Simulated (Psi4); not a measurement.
**BH3 (SMILES B): PBE0/def2-TZVPPD**

Aim: the vertical electron affinity of BH3 at PBE0/def2-TZVPPD, from 2 runs. 

The results are computed with Psi4 1.11.

### 1 The molecule

The species is BH3 (4 atoms), meant as a singlet with charge 0. SMILES: `B`. The coordinates come from a PBE0-D4/def2-TZVP relaxation.

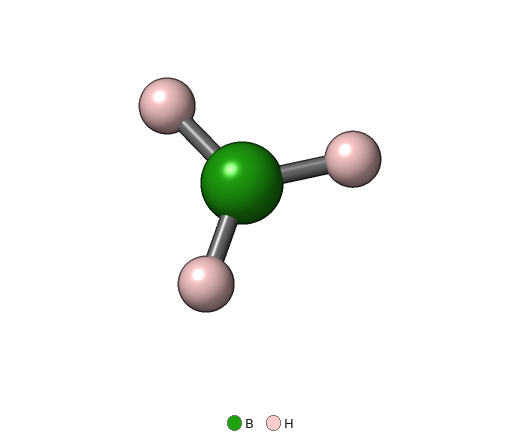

Viewed from a chosen angle; boron green, hydrogen pink.

### 2 The energy at PBE0/def2-TZVPPD

Contents of calc.py:

```python
import psi4

psi4.set_memory('1600 MB')
psi4.set_num_threads(1)
psi4.core.set_output_file('run.log', False)

geom = psi4.geometry("""
0 1
B      0.02626719    -0.02853486    -0.00963760
H      1.85608900     0.72130846     1.07487622
H     -0.52194236    -2.21438107     0.08125822
H     -1.25553404     1.40765699    -1.18466931
units au
symmetry c1
""")

psi4.set_options({
    'basis': 'def2-TZVPPD',
    'puream': True,
    'e_convergence': 1e-09,
    'd_convergence': 1e-08,
    'scf_type': 'pk',
    'dft_radial_points': 99,
    'dft_spherical_points': 590,
})

e_tot, wfn = psi4.energy("pbe0", return_wfn=True)
psi4.oeprop(wfn, "WIBERG_LOWDIN_INDICES", "MAYER_INDICES", "QUADRUPOLE")
print(f'total energy {e_tot:.8f} hartree = {e_tot * 27.211386:.5f} eV')
```

Started as:

```
python calc.py
```

run.log:

```text
[...]
  Running in c1 symmetry.
[...]
  Nuclear repulsion =    7.418838237178044
[...]
  Multiplicity = 1
[...]
  Nalpha       = 4
  Nbeta        = 4
[...]
    Number of basis functions: 88
[...]
   @RKS iter   1:   -26.52185865463742   -5.10130e-01   2.85431e-03 ADIIS/DIIS
[...]
   @RKS iter   7:   -26.56632019098478   -1.96465e-12   2.83333e-09 DIIS
[...]
    Orbital Energies [Eh]
    ---------------------
    Doubly Occupied:
       1A     -6.800178     2A     -0.531001     3A     -0.364617
       4A     -0.364608
[...]
  @RKS Final Energy:   -26.56632019098478
   => Energetics <=
    Nuclear Repulsion Energy =              7.4188382371780444
    One-Electron Energy =                 -49.0881564609388050
    Two-Electron Energy =                  18.9581557630194979
    DFT Exchange-Correlation Energy =      -3.8551577302435200
    Empirical Dispersion Energy =           0.0000000000000000
    VV10 Nonlocal Energy =                  0.0000000000000000
    Total Energy =                        -26.5663201909847828
[...]
 Multipole Moments:
 ------------------------------------------------------------------------------------
     Multipole            Electronic (a.u.)      Nuclear  (a.u.)        Total (a.u.)
 ------------------------------------------------------------------------------------
 L = 1.  Multiply by 2.5417464519 to convert [e a0] to [Debye]
 Dipole X            :          0.0001045           -0.0000804            0.0000241
 Dipole Y            :         -0.0000909            0.0000804           -0.0000105
 Dipole Z            :         -0.0002215            0.0001608           -0.0000607
 Magnitude           :                                                    0.0000662
 L = 2.  Multiply by 1.3450342976 to convert [e a0^2] to [Debye ang]
 Quadrupole XX       :        -11.7264122            5.2917960           -6.4346162
 Quadrupole XY       :         -0.8789864            0.7294690           -0.1495175
[...]
```

The script printed:

```text
total energy -26.56632019 hartree = -722.90639 eV
```

Run time: 6.3 s. Hardware: 1 thread of Intel Xeon 6975P-C (Granite Rapids), shared host; peak memory 0.9 GiB.

### 3 The doublet anion at the same level

Contents of job.py:

```python
import psi4

psi4.set_memory(1600000000)
psi4.set_num_threads(1)
psi4.core.set_output_file('output.dat', False)

molecule = psi4.geometry("""
-1 2
B      0.02626719    -0.02853486    -0.00963760
H      1.85608900     0.72130846     1.07487622
H     -0.52194236    -2.21438107     0.08125822
H     -1.25553404     1.40765699    -1.18466931
units au
symmetry c1
""")

psi4.set_options({
    'reference': 'uks',
    'puream': True,
    'e_convergence': 1e-09,
    'd_convergence': 1e-08,
    'scf_type': 'pk',
    'dft_radial_points': 99,
    'dft_spherical_points': 590,
    'maxiter': 100,
})

e_tot = psi4.energy('pbe0/def2-TZVPPD')
print('E =', round(e_tot, 9))
```

Started as:

```
python job.py
```

output.dat:

```text
[...]
  Running in c1 symmetry.
[...]
  Nuclear repulsion =    7.418838237178044
[...]
  Multiplicity = 2
[...]
  Nalpha       = 5
  Nbeta        = 4
[...]
    Number of basis functions: 88
[...]
   @UKS iter   1:   -26.34680390219792   -3.35076e-01   5.93096e-03 DIIS/ADIIS
[...]
   @UKS iter  11:   -26.56331233596279   -8.88178e-13   4.48307e-09 DIIS
[...]
   @S^2 Observed:                7.538173706E-01
[...]
    Orbital Energies [Eh]
    ---------------------
    Alpha Occupied:
       1A     -6.495071     2A     -0.270539     3A     -0.100399
       4A     -0.100390     5A      0.080784
    Alpha Virtual:
       6A      0.147982     7A      0.245748     8A      0.245749
       9A      0.256640    10A      0.256640    11A      0.268700
      12A      0.278377    13A      0.278380    14A      0.319481
      15A      0.325249    16A      0.423356    17A      0.435909
      18A      0.435913    19A      0.461349    20A      0.475554
      21A      0.475555    22A      0.481219    23A      0.481222
      24A      0.507247    25A      0.557762    26A      0.585902
[...]
  @UKS Final Energy:   -26.56331233596279
   => Energetics <=
    Nuclear Repulsion Energy =              7.4188382371780444
    One-Electron Energy =                 -51.2895868298376456
    Two-Electron Energy =                  21.3122900224860850
    DFT Exchange-Correlation Energy =      -4.0048537657892762
    Empirical Dispersion Energy =           0.0000000000000000
    VV10 Nonlocal Energy =                  0.0000000000000000
    Total Energy =                        -26.5633123359627916
[...]
 Multipole Moments:
 ------------------------------------------------------------------------------------
     Multipole            Electronic (a.u.)      Nuclear  (a.u.)        Total (a.u.)
 ------------------------------------------------------------------------------------
 L = 1.  Multiply by 2.5417464519 to convert [e a0] to [Debye]
 Dipole X            :         -0.0000603           -0.0000804           -0.0001407
 Dipole Y            :         -0.0000368            0.0000804            0.0000436
 Dipole Z            :          0.0000068            0.0001608            0.0001676
 Magnitude           :                                                    0.0002231
[...]
```

Standard output:

```text
E = -26.563312336
```

Run time: 11 s. Hardware: 1 thread of Intel Xeon 6975P-C (Granite Rapids), shared host; peak memory 0.9 GiB.

### 4 What came out

At PBE0/def2-TZVPPD:

| quantity | value |
| --- | --- |
| singlet BH3: total energy | -26.56632 Eh |
| singlet BH3: dipole moment | 0.00 D |
| singlet BH3: HOMO energy | -9.92 eV |
| singlet BH3: LUMO energy | -1.96 eV |
| singlet BH3: HOMO–LUMO gap | 7.96 eV |
| doublet anion: total energy | -26.56331 Eh |
| doublet anion: HOMO energy (highest over α and β) | 2.20 eV |
| doublet anion: LUMO energy (lowest over α and β) | 4.03 eV |
| doublet anion: ⟨S²⟩ | 0.754 |
| vertical electron affinity (to the doublet anion) | -0.082 eV |

In words: The anion lies 0.08 eV (7.9 kJ/mol) above the neutral: the electron isn't bound at this level, and such a value depends on the basis. The HOMO (doublet anion) lies at positive energy, 2.20 eV; only total energies tell whether the electron is bound.
